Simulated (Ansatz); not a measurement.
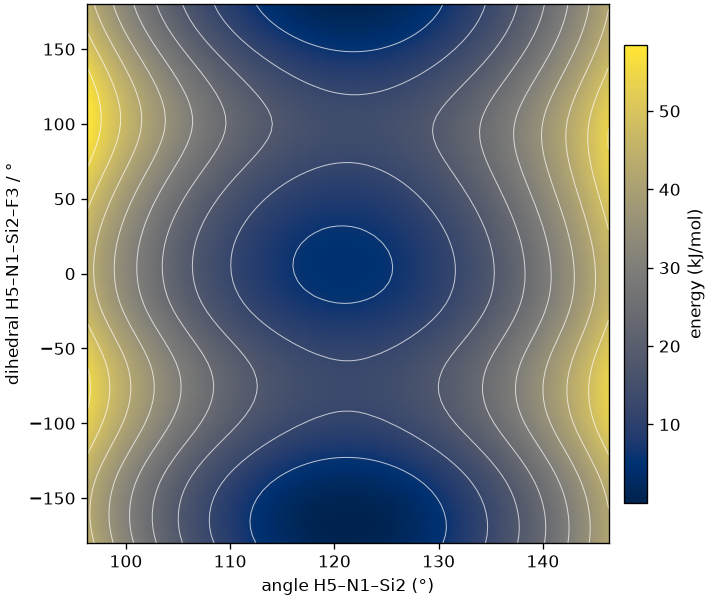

Energy landscape of ClFH₂NSi, SMILES N[Si](F)Cl, spin multiplicity 2. 
- Coordinates scanned: (1) angle H5–N1–Si2; (2) dihedral H5–N1–Si2–F3.
- Nothing is relaxed (all other coordinates rigid).
- The grid has 9 × 9 points.
- Energies are in kJ/mol, from the relaxed molecule at the same level.
- All numbers below come from UKS r2SCAN0-D4/def2-SVP in Ansatz.

The picture shows a smooth colour map with a few white contour lines. Between grid points the surface is interpolated. 

Q: Summarise what can be read from the map.

A: The lowest grid point is at angle H5–N1–Si2 = 121.3°, dihedral H5–N1–Si2–F3 = −180°, 0.5 kJ/mol from the relaxed molecule at the same level. A higher local minimum lies near angle H5–N1–Si2 = 121.3°, dihedral H5–N1–Si2–F3 = 20° (4.5 kJ/mol above the lowest at that grid point). The highest grid point, angle H5–N1–Si2 = 96.3°, dihedral H5–N1–Si2–F3 = 100°, lies 57.9 kJ/mol above the lowest. On the interpolated surface the easiest way out of the lowest well to the well at about angle H5–N1–Si2 = 121°, dihedral H5–N1–Si2–F3 = 5° passes a barrier of about 13 kJ/mol, counted from the interpolated bottom of the well. Round the minimum the two coordinates are nearly uncoupled.

Grid values (kJ/mol):

```csv
"dihedral H5–N1–Si2–F3 ↓, angle H5–N1–Si2 →",96.3,102.5,108.8,115.0,121.3,127.5,133.8,140.0,146.3
140,53.4,33.9,19.6,11.1,7.9,9.9,17.3,29.8,47.6
100,58.5,39.3,25.4,17.1,14.0,16.2,23.7,36.1,53.8
60,51.6,33.0,19.8,12.2,9.8,12.6,20.7,33.7,52.0
20,44.8,26.9,14.3,7.1,5.0,8.0,16.0,28.9,47.0
−20,45.5,28.0,15.5,8.3,6.0,8.7,16.4,28.9,46.6
−60,53.7,35.5,22.4,14.8,12.2,14.7,22.4,34.9,52.7
−100,52.7,34.3,21.1,13.4,10.8,13.5,21.3,34.1,52.3
−140,44.2,25.8,12.6,5.0,2.4,5.1,12.9,25.8,44.1
−180,44.2,25.1,11.4,3.3,0.5,3.0,10.8,23.6,41.8
```

Time for the 81 points that were run: 17 min on 1 thread of Arm Neoverse V1, with other jobs on the host.
